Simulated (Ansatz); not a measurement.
## Single-point calculation, with input and output: SiNH$_{5}$O

SiNH$_{5}$O, computed with RKS B97M-V/def2-TZVPP (Ansatz 0.2.0).

The geometry comes from this level: PBE0-D4/def2-TZVP.

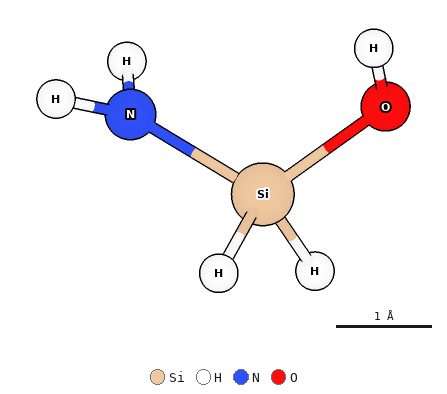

Figure 1. The input geometry (ball-and-stick view, seen at a tilt).

Key numbers:

```tsv
quantity	value
outcome	converged
total energy	−11497.2007 eV
SCF solution under orbital rotations	stable
hardware	4 threads of Arm Neoverse V1, 23 GiB of memory available, shared host
wall time	3 s (CPU time 11 s)
peak memory	0.56 GiB
```

Input:
```yaml
crystal:
  periodic: [false, false, false]
  atoms:
    - {symbol: Si, position_ang: [0.072230, 1.161062, -0.016589]}
    - {symbol: H, position_ang: [-1.262670, 0.804903, 0.512005]}
    - {symbol: H, position_ang: [1.182472, 0.608524, 0.804388]}
    - {symbol: N, position_ang: [0.297977, 2.850484, 0.035915]}
    - {symbol: O, position_ang: [0.058938, 0.469787, -1.514085]}
    - {symbol: H, position_ang: [1.190733, 3.267702, 0.232497]}
    - {symbol: H, position_ang: [-0.364350, 3.513066, -0.329492]}
    - {symbol: H, position_ang: [0.846257, 0.568552, -2.051180]}
basis:
  gaussian: {orbitals: def2-TZVPP}
hamiltonian: {xc: {name: B97M-V}}
```

Run as:
```bash
ansatz run in.yaml --threads 4 --pin off --events-out ev --progress --plain --max-ram 9574MiB
```

What the program printed:
```
Functional definition: B97M-V
  name "B97M-V"
  cite "Mardirossian & Head-Gordon, J. Chem. Phys. 142, 074111 (2015) doi:10.1063/1.4907719"
  cite "Becke, J. Chem. Phys. 107, 8554 (1997) doi:10.1063/1.475007"
  cite "Vydrov & Van Voorhis, J. Chem. Phys. 133, 244103 (2010) doi:10.1063/1.3521275"
  # Of w^i u^j: cxij and so on, Table III.
  parameter cx00 = 1.000
  parameter cx01 = 1.308
  parameter cx02 = 1.901
  parameter cx10 = 0.416
  parameter cx11 = 3.070
  parameter css00 = 1.000
  parameter css02 = -1.855
  parameter css10 = -5.668
  parameter css32 = -20.497
  parameter css42 = -20.364
  parameter cos00 = 1.000
  parameter cos01 = 1.573
  parameter cos03 = -6.298
  parameter cos10 = 2.535
  parameter cos32 = -6.427
  parameter b = 6.0
  parameter c = 0.01
  gx(w, u) = cx00 + cx01*u + cx02*u^2 + (cx10 + cx11*u)*w
  gss(w, u) = css00 + css02*u^2 + css10*w + (css32*w^3 + css42*w^4)*u^2
  gos(w, u) = cos00 + cos01*u + cos03*u^3 + cos10*w + cos32*w^3*u^2
  exchange = spin_sum(e_x_unif_s*gx(b97_w, b97_u_x))
  correlation = spin_sum(e_c_pw_mod_same_spin*gss(b97_w, b97_u_same))
      + integral(e_c_pw_mod_opposite_spin*gos(b97_w_opposite, b97_u_opposite)) + vv10(b, c)
889 factors; their error is unknown
mean field evaluation 1: about -11486.2122 eV, gradient 7.9e1 eV
mean field evaluation 2: about -11460.5280 eV, gradient 1.3e2 eV
mean field evaluation 4: about -11497.1381 eV, gradient 6.2e0 eV
mean field evaluation 8: about -11497.2006 eV, gradient 2.6e-1 eV
mean field evaluation 16: about -11497.2006 eV, gradient 6.9e-5 eV
mean field -11497.20064752 eV, -422.5143307139 hartree, gradient 6.9e-5 eV, S^2 0.000000; 0 other end points of the search recorded, 0 dependent functions left out
reference -11497.20070231 eV, -422.5143327275 hartree; 17, 17 occupied and 157, 157 virtual orbitals, 889 factors
Total energy: -11497.20070231 eV, -422.5143327275 hartree
```
